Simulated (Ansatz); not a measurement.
Reaction (SMILES): C=C=O + 4 [H][H] (H2) → 2 C (CH4) + O (H2O)
B3LYP-D3(BJ)/def2-TZVP geometries, fixed; electronic energies without zero-point terms.

Basis-set convergence of the energy of full hydrogenation at B3LYP with Ansatz (a first-principles code). Cartesian d functions, on some or all atoms, in 6-31G*, 6-31+G*; all else is spherical. The program fits the integrals of some runs and decomposes those of others, by size. No added dispersion term, no relativity. Functions are those of the species that has most. Reference: the value in aug-pcseg-3, -98.03 kcal/mol, itself unsure by roughly 0.12 kcal/mol (its mean distance from aug-cc-pVQZ, cc-pV5Z, def2-QZVPPD). Deviations are taken from unrounded values.

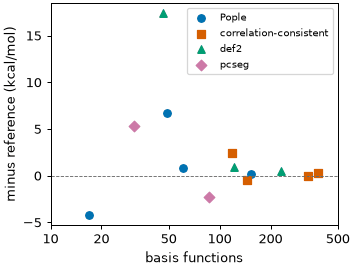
*Deviation from the reference against the number of basis functions, by family of sets.*

| basis | functions | energy of full hydrogenation (kcal/mol) | minus reference (kcal/mol) |
|---|---|---|---|
| STO-3G | 17 | -102.23 | -4.19 |
| pcseg-0 | 31 | -92.73 | 5.31 |
| def2-SV(P) | 46 | -80.63 | 17.40 |
| 6-31G* | 49 | -91.29 | 6.74 |
| 6-31+G* | 61 | -97.15 | 0.88 |
| aug-pcseg-1 | 87 | -100.33 | -2.30 |
| cc-pVTZ | 118 | -95.64 | 2.39 |
| def2-TZVPP | 121 | -97.05 | 0.99 |
| jun-cc-pV(T+d)Z | 145 | -98.47 | -0.44 |
| 6-311++G(3df,3pd) | 153 | -97.87 | 0.16 |
| def2-QZVPP | 231 | -97.56 | 0.47 |
| aug-cc-pVQZ | 332 | -98.06 | -0.02 |
| cc-pV5Z | 383 | -97.70 | 0.33 |
